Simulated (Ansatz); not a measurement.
SiPNH$_{4}$S: several calculations on one system

## 1. Relaxation

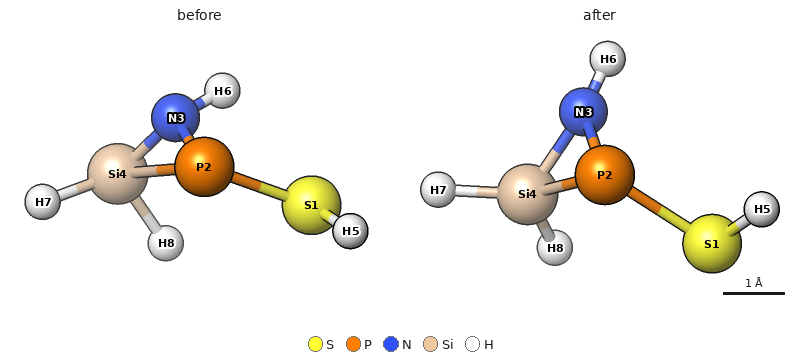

The structure of SiPNH4S before (left) and after (right) a relaxation, at one scale.

A ball-and-stick model, seen at a tilt.

The run prepares an end point of a later path (torsion) calculation, from a guessed geometry.

These are results of Ansatz 0.2.0, RHF/def2-SVP, not measurements. Set-up: no spin polarisation; force threshold 0.015 eV/Å; at most 40 steps.

**What changed between the two?**

The largest move after the best rigid fit is that of S1, 0.67 Å. Largest moves by element: S 0.67 Å, H 0.58 Å, Si 0.50 Å, N 0.20 Å, P 0.15 Å. Some distances before and after: P2–Si4 2.607 → 2.212 Å, P2–N3 1.605 → 1.740 Å, S1–P2 2.052 → 2.166 Å, N3–Si4 1.590 → 1.695 Å. Bond angles that change, for instance: Si4–N3–H6 116.3° → 147.2°, P2–N3–Si4 109.4° → 80.2°, P2–Si4–H8 94.8° → 120.6°. Groups turn about S1–P2 by about 45°. After 13 accepted moves (15 points after the start) the energy has fallen by 301.1 kJ/mol. Largest force component: 6.3 eV/Å at the start, 0.006 eV/Å at the end. The line search rejected the trial steps at points 9, 14 of the run.

Limits of the set-up: Hartree-Fock leaves out electron correlation.

## 2. Relaxation

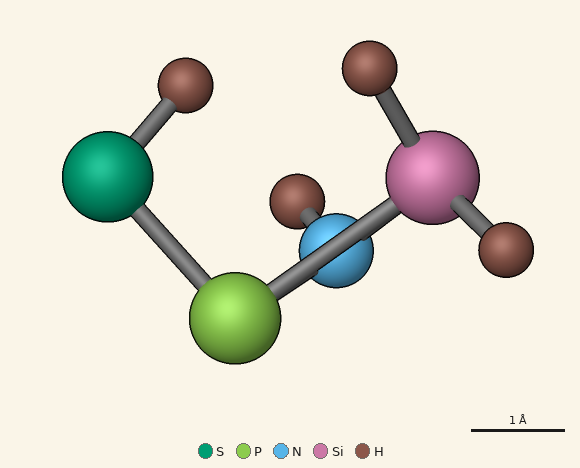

Starting structure of SiPNH4S. A ball-and-stick model, seen at a tilt.

The run prepares an end point of a later path (torsion) calculation, from a guessed geometry.

Level of theory: RHF/def2-SVP in Ansatz 0.2.0.

The input:
```yaml
crystal:
  periodic: [false, false, false]
  atoms:
    - { symbol: S, position_ang: [-1.2724, 1.4234, -0.3534] }
    - { symbol: P, position_ang: [0.6777, 0.8702, -0.6733] }
    - { symbol: "N", position_ang: [0.78198, 1.6029, -2.09711] }
    - { symbol: Si, position_ang: [1.40815, 3.05109, -1.90046] }
    - { symbol: H, position_ang: [-1.3715, 2.4027, -1.3367] }
    - { symbol: H, position_ang: [-0.08103, 1.55511, -2.62889] }
    - { symbol: H, position_ang: [2.75107, 3.13525, -1.35483] }
    - { symbol: H, position_ang: [0.43979, 3.94619, -1.15469] }
basis:
  gaussian: { orbitals: def2-SVP }
hamiltonian:
  xc: hf
relax:
  f_tol: 0.015
  max_steps: 40
output:
  orbitals: {}
```

Run as
```bash
ansatz run input.yaml --threads 1 --pin off --max-ram 2048MiB --backend cpu --events-out ev --progress --plain --runs-dir out
```

**What does the optimiser find from here?**

H6 moves most after the best rigid fit: 0.99 Å. Largest moves by element: H 0.99 Å, Si 0.47 Å, S 0.30 Å, N 0.26 Å, P 0.20 Å. Some distances before and after: P2–Si4 2.607 → 2.211 Å, P2–N3 1.605 → 1.737 Å, S1–P2 2.052 → 2.162 Å, N3–Si4 1.590 → 1.697 Å. Among the angles between lasting bonds that change: Si4–N3–H6 116.3° → 148.3°, P2–N3–Si4 109.4° → 80.2°, P2–Si4–H7 97.5° → 123.3°. Groups turn about S1–P2 by about 25°. The energy falls by 324.5 kJ/mol in 15 accepted moves (16 points after the start). Largest force component: 6.3 eV/Å at the start, 0.0088 eV/Å at the end. The line search rejected the trial step at point 7 of the run. The run took 89 s on 1 thread of Intel(R) Xeon(R) Processor @ 2.50GHz (Skylake/Cascade Lake), with other jobs on the host, peak memory 0.17 GiB.

The structure at the end:

```xyz
8

S    -1.5402    1.3382   -0.2470
P     0.5325    0.9795   -0.7472
N     0.7729    1.5864   -2.3567
Si    1.3420    2.9094   -1.4599
H    -1.6677    2.6250   -0.5850
H     0.5872    1.1827   -3.2519
H     2.7795    3.2300   -1.4693
H     0.5277    4.1356   -1.3824
```

The end point in the same view:

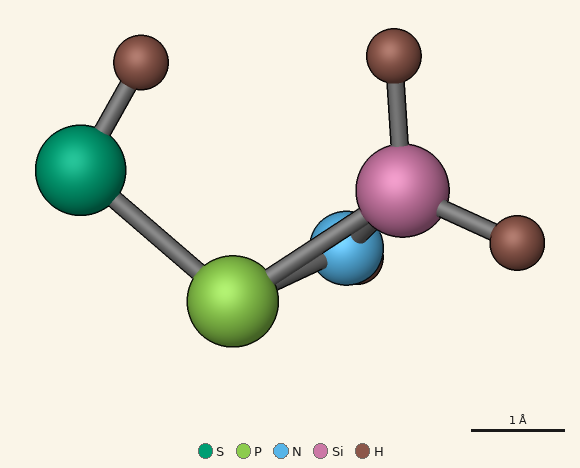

Limits of the set-up: Hartree-Fock leaves out electron correlation.

## 3. Path

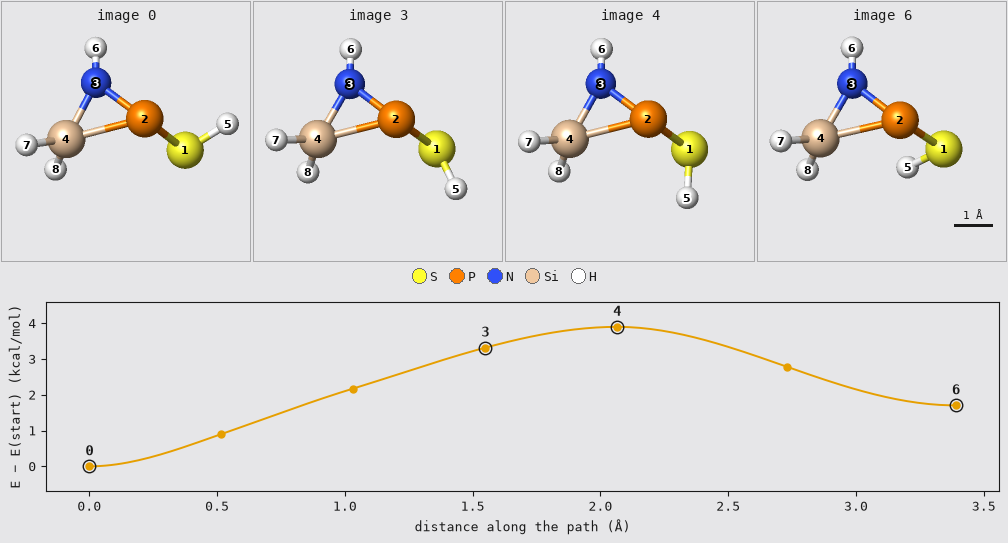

A nudged-elastic-band calculation for SiPNH$_{4}$S. Images are numbered from 0 (start) to 6 (end). Style: ball-and-stick. Shown at a tilt.

Computed with RHF/def2-SVP (Ansatz). Run with 5 movable images; climbing image; force threshold 0.03 eV/Å; iteration limit 59; starting path through a guess of the saddle point.

Q: What happens along the path, and what is the barrier?

A: The energy climbs by 3.90 kcal/mol to image 4 and then falls by 2.20 kcal/mol, so the end point sits at +1.70 kcal/mol. The motion is a rotation about the S1–P2 bond by about 200°. No bond forms or breaks between the ends. Among the angles between lasting bonds that change up to the highest image: S1–P2–N3 106.2° → 103.2°. The band is converged. At the top, the vibrational analysis gives one imaginary mode (184i cm⁻¹), as a transition state must have.

Limits of the set-up: Hartree-Fock leaves out electron correlation.

The run took 9.8 min on 1 thread of Intel(R) Xeon(R) Processor @ 2.50GHz (Skylake/Cascade Lake), with other jobs on the host, peak memory 0.21 GiB.
